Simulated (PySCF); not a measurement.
# OH (SMILES [OH]) at 6 levels

We compute a comparison of 6 runs (UBLYP/STO-3G, UBLYP/3-21G, UBLYP/6-31G*, UBLYP/6-31G**, UBLYP/6-311G**, UBLYP/6-311G(2df,2pd)) of OH. The job is set up through a Python script.

The results are computed with PySCF 2.14.0.

4 further runs of the same task are left out: 4 set aside as unsound or not needed.

**1. The structure to begin with**

OH: 2 atoms, total charge 0, spin state doublet. As SMILES, `[OH]`. The coordinates come from a PBE0-D4/def2-TZVP relaxation.

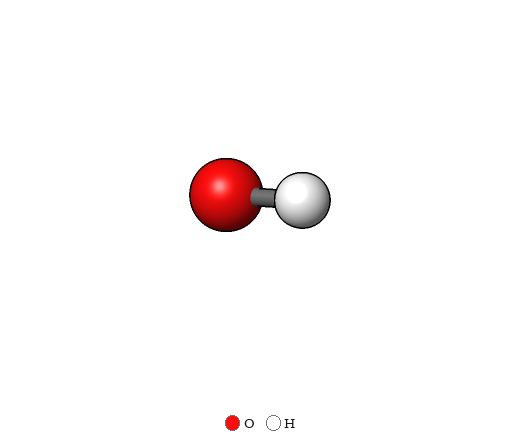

The structure, seen from a chosen angle (oxygen red, hydrogen white).

**2. The energy at UBLYP/STO-3G (run 1)**

job.py

```python
# [OH]
from pyscf import gto, dft

system = gto.M(
    atom='''
O      0.785899    -0.251617     0.405441
H     -0.785899     0.251617    -0.405441
''',
    max_memory=1860,
    verbose=4,
    unit='bohr',
    basis='sto-3g',
    spin=1,
)

myscf = dft.UKS(system)
myscf.xc = 'blyp'
myscf.grids.level = 4
myscf.conv_tol = 1e-10
myscf.kernel()
if not myscf.converged:
    myscf = myscf.newton().run(myscf.mo_coeff, myscf.mo_occ)

e_final = myscf.e_tot
print(f'total energy: {e_final:.8f} hartree')
```

Command:

```bash
$ OMP_NUM_THREADS=1 python job.py
```

Log:

```text
PySCF version 2.14.0

[INPUT] num. atoms = 2
[INPUT] num. electrons = 9
[INPUT] charge = 0
[INPUT] spin (= nelec alpha-beta = 2S) = 1
[INPUT] symmetry False subgroup None
[INPUT] Mole.unit = bohr
[INPUT] Symbol           X                Y                Z      unit          X                Y                Z       unit  Magmom
[INPUT]  1 O      0.415879840885  -0.133149982280   0.214550137573 AA    0.785899000000  -0.251617000000   0.405441000000 Bohr   0.0
[INPUT]  2 H     -0.415879840885   0.133149982280  -0.214550137573 AA   -0.785899000000   0.251617000000  -0.405441000000 Bohr   0.0

nuclear repulsion = 4.35057495881175
number of shells = 4
number of NR pGTOs = 18
number of NR cGTOs = 6
basis = sto-3g
ecp = {}

[... 35 lines left out ...]
WARN: beta  nocc = 4  HOMO -0.261901843710635 >= LUMO -0.261901833145232
[... 98 lines left out ...]
converged SCF energy = -74.6289276297122  <S^2> = 0.75084299  2S+1 = 2.0008428
total energy: -74.62892763 hartree
```

It took 1.4 s on 1 thread of Arm Neoverse V2, shared host; peak memory 0.13 GiB.

**3. A single-point energy at UBLYP/3-21G (run 2)**

calc.py

```python
# [OH]
from pyscf import gto, dft

molecule = gto.Mole()
molecule.atom = 'O 0.415880 -0.133150 0.214550; H -0.415880 0.133150 -0.214550'
molecule.verbose = 3
molecule.spin = 1
molecule.charge = 0
molecule.max_memory = 1860
molecule.basis = '3-21g'
molecule.build()

myscf = dft.UKS(molecule, xc='blyp')
myscf.grids.level = 4
myscf.conv_tol = 1e-10
myscf.kernel()
if not myscf.converged:
    myscf = myscf.newton().run(myscf.mo_coeff, myscf.mo_occ)

energy = myscf.e_tot
print('Final energy', energy)
```

Command:

```bash
$ OMP_NUM_THREADS=1 python calc.py
```

Log:

```text
converged SCF energy = -75.2819030953262  <S^2> = 0.75088522  2S+1 = 2.000885
Final energy -75.28190309532624
```

Wall time 1 s (1 thread of Arm Neoverse V2, shared host); peak memory 0.14 GiB.

Runs 3 to 5 aren't shown in full; the table further down has their settings and results.

**4. A single-point energy at UBLYP/6-311G(2df,2pd) (run 6)**

job.py

```python
from pyscf import gto, dft

system = gto.M(
    atom='''
O    0.415880  -0.133150   0.214550
H   -0.415880   0.133150  -0.214550
''',
    verbose=4,
    spin=1,
    charge=0,
    basis='6-311g(2df,2pd)',
    max_memory=1860,
)

mf = dft.UKS(system, xc='blyp')
mf.conv_tol = 1e-10
mf.grids.level = 4
mf.kernel()
if not mf.converged:
    mf = mf.newton().run(mf.mo_coeff, mf.mo_occ)

etot = mf.e_tot
print('E(%s) = %.9f' % ('BLYP', etot))
```

Command:

```bash
$ OMP_NUM_THREADS=1 python job.py
```

Log:

```text
PySCF version 2.14.0

[INPUT] num. atoms = 2
[INPUT] num. electrons = 9
[INPUT] charge = 0
[INPUT] spin (= nelec alpha-beta = 2S) = 1
[INPUT] symmetry False subgroup None
[INPUT] Mole.unit = angstrom
[INPUT] Symbol           X                Y                Z      unit          X                Y                Z       unit  Magmom
[INPUT]  1 O      0.415880000000  -0.133150000000   0.214550000000 AA    0.785899300684  -0.251617033486   0.405440740025 Bohr   0.0
[INPUT]  2 H     -0.415880000000   0.133150000000  -0.214550000000 AA   -0.785899300684   0.251617033486  -0.405440740025 Bohr   0.0

nuclear repulsion = 4.35057424174363
number of shells = 16
number of NR pGTOs = 59
number of NR cGTOs = 44
basis = 6-311g(2df,2pd)
ecp = {}

[... 35 lines left out ...]
WARN: beta  nocc = 4  HOMO -0.362000976763609 >= LUMO -0.36200097104464
[... 1 line left out ...]
WARN: HOMO -0.362000971044639 >= LUMO -0.36200097104464
[... 38 lines left out ...]
converged SCF energy = -75.7434050455059  <S^2> = 0.751773  2S+1 = 2.0017722
E(BLYP) = -75.743405046
```

It took 1.7 s on 1 thread of Arm Neoverse V2, shared host; peak memory 0.2 GiB.

**5. All runs side by side**

| run | level | energy (Eh) | dipole moment (D) | HOMO energy (eV) | LUMO energy (eV) | wall time |
| --- | --- | --- | --- | --- | --- | --- |
| 1 | UBLYP/STO-3G | -74.628928 | 1.17 | -1.69 | -0.95 | 1.4 s |
| 2 | UBLYP/3-21G | -75.281903 | 1.73 | -5.29 | -4.63 | 1 s |
| 3 | UBLYP/6-31G* (spherical functions) | -75.704879 | 1.70 | -6.35 | -5.61 | 1.1 s |
| 4 | UBLYP/6-31G** (spherical functions) | -75.709953 | 1.67 | -6.36 | -5.62 | 1.1 s |
| 5 | UBLYP/6-311G** | -75.739783 | 1.71 | -6.61 | -5.86 | 1.2 s |
| 6 | UBLYP/6-311G(2df,2pd) | -75.743405 | 1.60 | -6.69 | -5.86 | 1.7 s |

**6. Summary of results**

```
                                 quantity         value
                      run 6: total energy  -75.74341 Eh
                     run 6: dipole moment        1.60 D
run 6: HOMO energy (highest over α and β)      -6.69 eV
 run 6: LUMO energy (lowest over α and β)      -5.86 eV
                              run 6: ⟨S²⟩         0.752
```

The dipole moment (its size) runs from 1.17 D (UBLYP/STO-3G) to 1.73 D (UBLYP/3-21G). In run 1 the basis is minimal, so the values are rough. All runs together took 7.6 s, the longest 1.7 s.
